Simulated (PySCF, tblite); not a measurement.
**AlH₄NO₂, a small molecule taken as a stand-in for a surface group (aluminium hydroxide): NMR shifts, core binding energies and electronic excitations**

Aim: the NMR shifts, core binding energies and electronic excitations of `[NH2][Al]([OH])[OH]`.

Computed with tblite 0.8.0 and PySCF 2.14.0; each step states its level. No surroundings beyond the atoms listed, unless a continuum is named. Atoms count from 0, parts from 1.

### Step 1. Starting point

8 atoms, charge 0, multiplicity 1; geometry: distance geometry start.

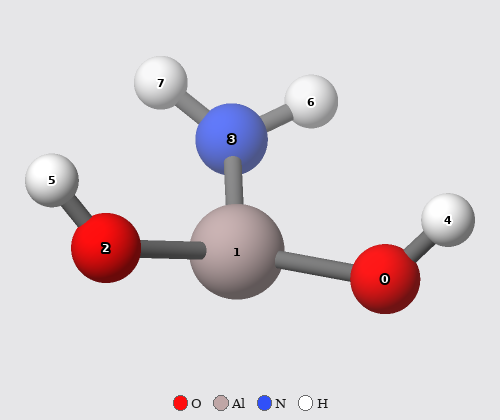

The starting geometry (oxygen red, aluminium light grey, nitrogen blue, hydrogen white), atoms numbered.

### Step 2. Geometry optimisation with GFN2-xTB

What the job is given:

```
{"job": {"kind": "relax", "xc": "GFN2-xTB", "basis": "xTB"}, "charge": 0, "multiplicity": 1}
O     -1.497039     2.103240     2.064025
Al    -1.001056     0.939901     0.703279
O     -2.243893     0.808071    -0.731288
N      0.827586     0.920123     0.224015
H     -1.114015     2.981065     2.236074
H     -2.028029     0.995062    -1.661925
H      1.442732     1.539506     0.756048
H      1.044057     0.860916    -0.765393
```

Level: GFN2-xTB geometry optimisation, gas phase.

Run with:

```
$ OMP_NUM_THREADS=1 python cluster_run.py task.json out
```

One launch serves the whole session: the jobs run in the order shown.

What it wrote:

```text
step      E/eV     max force
  0    -387.49411    3.437
  1    -387.86455    2.926
  2    -388.58184    1.427
  3    -388.67887    1.494
  4    -388.71658    0.785
  5    -388.74630    0.532
  6    -388.75922    0.453
  7    -388.79990    0.419
  8    -388.81498    0.410
  9    -388.83987    0.587
 10    -388.87012    0.973
 11    -388.91116    1.254
 12    -388.96845    0.580
 13    -388.97753    0.503
 14    -388.98544    0.416
 15    -388.99496    0.299
 16    -389.01038    0.842
 17    -389.01974    0.313
 18    -389.02408    0.106
 19    -389.02632    0.301
 20    -389.02734    0.132
 21    -389.02806    0.087
 22    -389.02909    0.069
 23    -389.02985    0.068
 24    -389.03029    0.073
 25    -389.03068    0.070
 26    -389.03161    0.086
 27    -389.03315    0.107
 28    -389.03506    0.183
 29    -389.03654    0.163
 30    -389.03785    0.060
 31    -389.03821    0.067
 32    -389.03848    0.106
 33    -389.03881    0.099
 34    -389.03924    0.112
 35    -389.03967    0.078
 36    -389.03988    0.036
 37    -389.04001    0.047
 38    -389.04032    0.050
 39    -389.04136    0.046
 40    -389.04236    0.106
 41    -389.04203    0.292
 42    -389.04359    0.079
 43    -389.04417    0.095
 44    -389.04511    0.246
 45    -389.04579    0.078
 46    -389.04618    0.100
 47    -389.04724    0.191
 48    -389.04809    0.149
 49    -389.04970    0.202
 50    -389.04993    0.168
 51    -389.05052    0.087
 52    -389.05075    0.091
 53    -389.05158    0.078
 54    -389.05220    0.125
 55    -389.05288    0.073
 56    -389.05315    0.046
 57    -389.05328    0.070
 58    -389.05355    0.089
 59    -389.05424    0.114
 60    -389.05472    0.104
 61    -389.05498    0.084
 62    -389.05527    0.061
 63    -389.05562    0.058
 64    -389.05600    0.063
 65    -389.05625    0.065
 66    -389.05640    0.047
 67    -389.05648    0.025
 68    -389.05652    0.021
 69    -389.05657    0.042
 70    -389.05664    0.050
 71    -389.05679    0.056
 72    -389.05692    0.039
 73    -389.05700    0.015
 74    -389.05702    0.012
 75    -389.05703    0.009
 76    -389.05704    0.008
 77    -389.05705    0.011
 78    -389.05707    0.019
 79    -389.05710    0.029
 80    -389.05715    0.028
 81    -389.05717    0.015
 82    -389.05718    0.006
```

It took 0.75 s on 1 thread of Arm Neoverse N1, shared host.

Along the way:

| step | energy from step 0 (eV) | largest force (eV/Å) |
| --- | --- | --- |
| 0 | 0.0000 | 3.4376 |
| 3 | -1.1848 | 1.4934 |
| 6 | -1.2651 | 0.4525 |
| 9 | -1.3458 | 0.5865 |
| 12 | -1.4743 | 0.5798 |
| 15 | -1.5009 | 0.2985 |
| 18 | -1.5300 | 0.1063 |
| 21 | -1.5340 | 0.0865 |
| 24 | -1.5362 | 0.0728 |
| 27 | -1.5390 | 0.1068 |
| 30 | -1.5437 | 0.0598 |
| 33 | -1.5447 | 0.0992 |
| 36 | -1.5458 | 0.0357 |
| 39 | -1.5473 | 0.0454 |
| 42 | -1.5495 | 0.0789 |
| 45 | -1.5517 | 0.0779 |
| 48 | -1.5540 | 0.1490 |
| 51 | -1.5564 | 0.0870 |
| 54 | -1.5581 | 0.1246 |
| 57 | -1.5592 | 0.0699 |
| 60 | -1.5606 | 0.1041 |
| 63 | -1.5615 | 0.0574 |
| 66 | -1.5623 | 0.0479 |
| 69 | -1.5625 | 0.0422 |
| 72 | -1.5628 | 0.0393 |
| 75 | -1.5629 | 0.0098 |
| 78 | -1.5630 | 0.0187 |
| 81 | -1.5631 | 0.0151 |
| 82 | -1.5631 | 0.0054 |

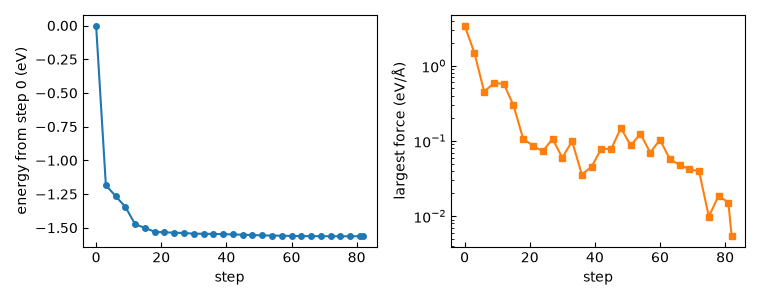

Energy and largest force along the relaxation.

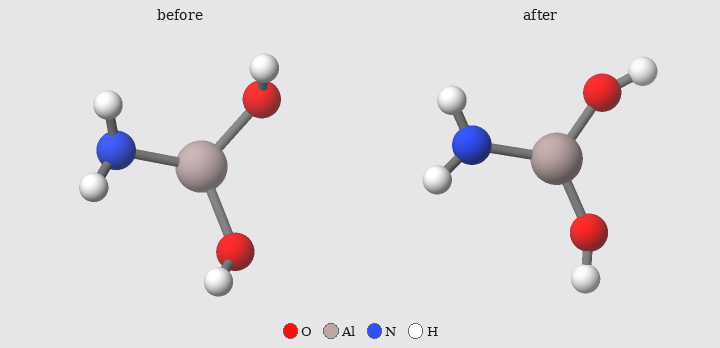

The geometry before (left) and after (right).

Distances of close pairs at the start and the end, largest changes first:

| bond | before (Å) | after (Å) | change (Å) |
| --- | --- | --- | --- |
| Al1–O2 | 1.903 | 1.653 | -0.250 |
| O0–Al1 | 1.858 | 1.649 | -0.209 |
| Al1–N3 | 1.891 | 1.777 | -0.114 |
| O2–H5 | 0.973 | 0.944 | -0.029 |
| O0–H4 | 0.973 | 0.946 | -0.028 |
| N3–H6 | 1.022 | 1.006 | -0.017 |
| N3–H7 | 1.015 | 1.006 | -0.008 |

### Step 3. Geometry optimisation at PBE0-D3(BJ)/def2-SVP

What the job is given:

```
{"job": {"xc": "PBE0", "basis": "def2-SVP", "d3": "d3bj", "grid": 2, "kind": "geom", "shake": 0.01}, "charge": 0, "multiplicity": 1}
O     -0.575514     0.819183     1.497377
Al    -0.290170     0.065335     0.069668
O     -1.521912    -0.337319    -0.978971
N      1.457668    -0.288818    -0.257735
H     -1.184130     1.229683     2.113514
H     -1.822312    -0.709105    -1.777801
H      2.178847    -0.050952     0.376857
H      1.803601    -0.756560    -1.070809
```

What it wrote:

```text
step   0  E = -449.60017196  max force = 0.043009
step   1  E = -449.60623976  max force = 0.007167
step   2  E = -449.60660718  max force = 0.003892
step   3  E = -449.60712147  max force = 0.007218
step   4  E = -449.60737590  max force = 0.006602
step   5  E = -449.60744766  max force = 0.002490
step   6  E = -449.60746905  max force = 0.000697
step   7  E = -449.60747454  max force = 0.000616
step   8  E = -449.60748099  max force = 0.000520
step   9  E = -449.60748236  max force = 0.000246
optimisation converged
```

It took 38 s on 1 thread of Arm Neoverse N1, shared host; peak memory 0.4 GiB.

Relaxation path:

| step | energy from step 0 (eV) | largest force component (eV/Å) |
| --- | --- | --- |
| 0 | 0.0000 | 2.2116 |
| 1 | -0.1651 | 0.3685 |
| 2 | -0.1751 | 0.2001 |
| 3 | -0.1891 | 0.3712 |
| 4 | -0.1960 | 0.3395 |
| 5 | -0.1980 | 0.1280 |
| 6 | -0.1986 | 0.0358 |
| 7 | -0.1987 | 0.0317 |
| 8 | -0.1989 | 0.0267 |
| 9 | -0.1989 | 0.0126 |

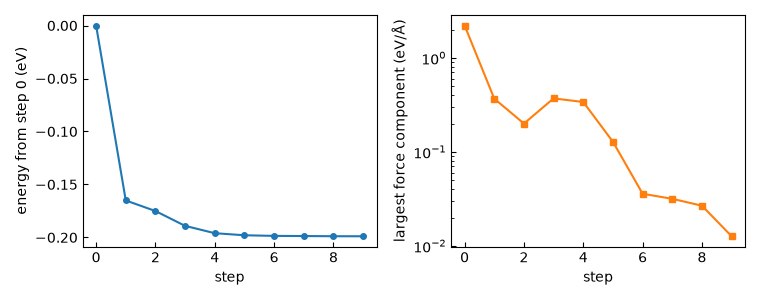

Energy and largest force along the relaxation.

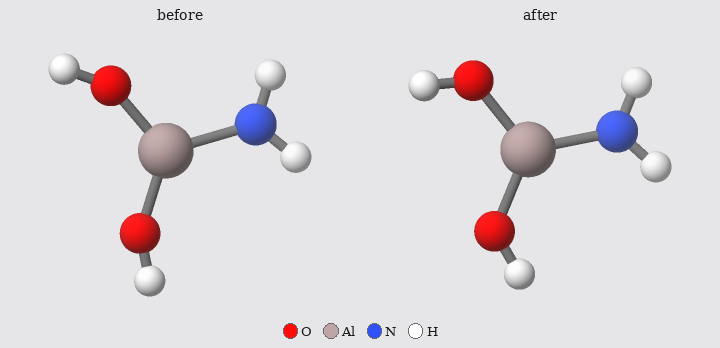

Before and after, at one scale.

Distances of close pairs at the start and the end, largest changes first:

| bond | before (Å) | after (Å) | change (Å) |
| --- | --- | --- | --- |
| O0–Al1 | 1.640 | 1.699 | +0.060 |
| Al1–N3 | 1.813 | 1.764 | -0.049 |
| Al1–O2 | 1.667 | 1.702 | +0.035 |
| O2–H5 | 0.931 | 0.957 | +0.026 |
| N3–H6 | 0.990 | 1.013 | +0.024 |
| N3–H7 | 1.000 | 1.012 | +0.012 |
| O0–H4 | 0.958 | 0.958 | -0.001 |

The final coordinates are the input of the step that follows.

| at the end point | value |
| --- | --- |
| point group (found at 0.08 Å tolerance) | Cs |
| rotational constants (GHz, main isotopes) | 6.535, 6.119, 3.160 |
| dipole moment (D) | 1.76 |

### Step 4. Shielding tensors: PBE0/pcSseg-2

What the job is given:

```
{"job": {"kind": "nmr", "xc": "PBE0", "basis": "pcSseg-2"}, "charge": 0, "multiplicity": 1}
O     -0.490753     0.863575     1.628817
Al    -0.246271     0.085222     0.138261
O     -1.603324    -0.286508    -0.818830
N      1.413370    -0.292272    -0.324067
H     -1.356214     1.120560     1.948256
H     -1.600685    -0.699561    -1.681677
H      2.214724    -0.062569     0.251866
H      1.715367    -0.757086    -1.170575
```

With the program's defaults for keys left out, this is: GIAO PBE0/pcSseg-2 NMR shielding, non-relativistic, gas phase.

What it wrote:

```text
coarse grid: 7344 points
cycle   1  E = -449.7233499497  dE =  2.986e-01  |g| = 1.155e+00  |ddm| = 2.084e+00
cycle   2  E = -449.3306446985  dE =  3.927e-01  |g| = 1.835e+00  |ddm| = 1.448e+00
cycle   3  E = -449.9636169104  dE = -6.330e-01  |g| = 1.138e-01  |ddm| = 9.842e-01
cycle   4  E = -449.9650196186  dE = -1.403e-03  |g| = 7.642e-02  |ddm| = 8.055e-02
cycle   5  E = -449.9661918219  dE = -1.172e-03  |g| = 8.158e-03  |ddm| = 3.563e-02
cycle   6  E = -449.9662041029  dE = -1.228e-05  |g| = 1.621e-03  |ddm| = 5.916e-03
cycle   7  E = -449.9662045642  dE = -4.613e-07  |g| = 7.451e-04  |ddm| = 1.438e-03
final grid: 66792 points
cycle   8  E = -449.9646215337  dE = -5.087e-05  |g| = 7.188e-03  |ddm| = 1.354e-02
cycle   9  E = -449.9646071334  dE =  1.440e-05  |g| = 1.122e-02  |ddm| = 7.758e-03
cycle  10  E = -449.9646311146  dE = -2.398e-05  |g| = 3.550e-04  |ddm| = 4.828e-03
cycle  11  E = -449.9646311234  dE = -8.801e-09  |g| = 2.592e-04  |ddm| = 2.599e-04
cycle  12  E = -449.9646311353  dE = -1.191e-08  |g| = 4.826e-05  |ddm| = 1.290e-04
cycle  13  E = -449.9646311357  dE = -3.861e-10  |g| = 8.219e-06  |ddm| = 2.711e-05
converged SCF energy = -449.9646311357

GIAO shielding tensors (ppm)
atom      isotropic    diamagn.    paramagn.     s11        s22        s33       span
  0 O      323.915     386.176     -62.261    300.669    304.472    366.605     65.937
  1 Al     446.455     793.128    -346.673    382.812    456.795    499.757    116.945
  2 O      316.918     387.153     -70.235    295.652    296.535    358.567     62.915
  3 N      262.250     316.652     -54.403    236.349    270.216    280.185     43.837
  4 H       30.535      31.278      -0.742     22.208     24.185     45.212     23.004
  5 H       30.461      32.218      -1.757     22.361     24.138     44.884     22.523
  6 H       31.069      30.571       0.498     23.913     26.604     42.691     18.778
  7 H       31.371      31.192       0.179     24.497     26.665     42.952     18.455
```

It took 25 s on 1 thread of Arm Neoverse N1, shared host; peak memory 0.78 GiB.

The references, computed at this level on geometries of the same kind, shield at (ppm): ¹H TMS 31.25, ¹⁵N NH3 261.7, ¹⁷O H2O 328.2, ²⁷Al AlH4- 485.2. Their shielding less the atom's gives the shift. The references are single molecules in the gas phase, so shifts against H2O, NH3, PH3, H3PO4 or CFCl3 are not on the usual liquid scales and can be off by tens of ppm. Shifts against hydride references such as AlH4− lie on their own scale.

| atoms | environment | σ (ppm) | δ (ppm) |
| --- | --- | --- | --- |
| H5 | hydrogen on an oxygen bonded to Al | 30.46 | 0.78 |
| H4 | hydrogen on an oxygen bonded to Al | 30.54 | 0.71 |
| H6 | hydrogen on a nitrogen bonded to Al | 31.07 | 0.18 |
| H7 | hydrogen on a nitrogen bonded to Al | 31.37 | -0.13 |
| O2 | oxygen bonded to Al, H | 316.9 | 11.2 |
| O0 | oxygen bonded to Al, H | 323.9 | 4.2 |
| Al1 | aluminium bonded to N, 2 O | 446.5 | 38.8 |
| N3 | nitrogen bonded to Al, 2 H | 262.2 | -0.6 |

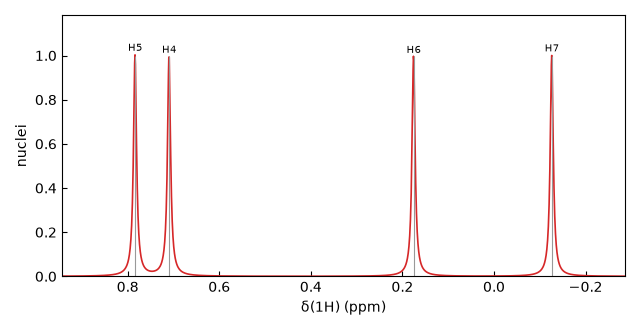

¹H lines at the computed shifts, without couplings. Lines are broadened to a width of 0.01 ppm (Lorentzian).

The run also stored atomic charges by several schemes (e):

| atoms | Mulliken | IAO | Hirshfeld | ESP fit |
| --- | --- | --- | --- | --- |
| O0 | -0.64 | -0.85 | -0.40 | -0.85 |
| Al1 | 1.20 | 1.34 | 0.66 | 1.44 |
| O2 | -0.64 | -0.85 | -0.40 | -0.95 |
| N3 | -0.69 | -0.93 | -0.39 | -1.41 |

IAO charges:

| atom | value (e) |
| --- | --- |
| O0 | -0.85 |
| Al1 | 1.34 |
| O2 | -0.85 |
| N3 | -0.93 |
| H4 | 0.37 |
| H5 | 0.37 |
| H6 | 0.28 |
| H7 | 0.27 |

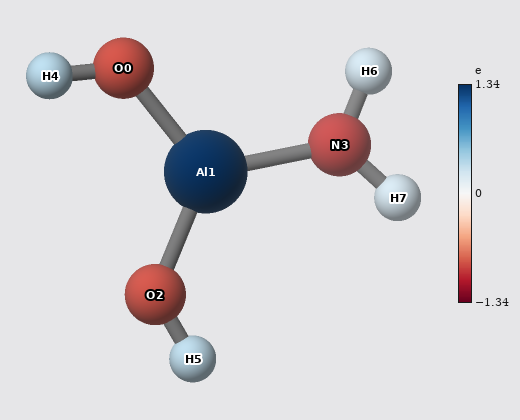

IAO charges, as colours on the atoms.

Mayer bond orders: O0–Al1 0.95, Al1–O2 0.93, Al1–N3 0.98.

[end of part 1 of 2]
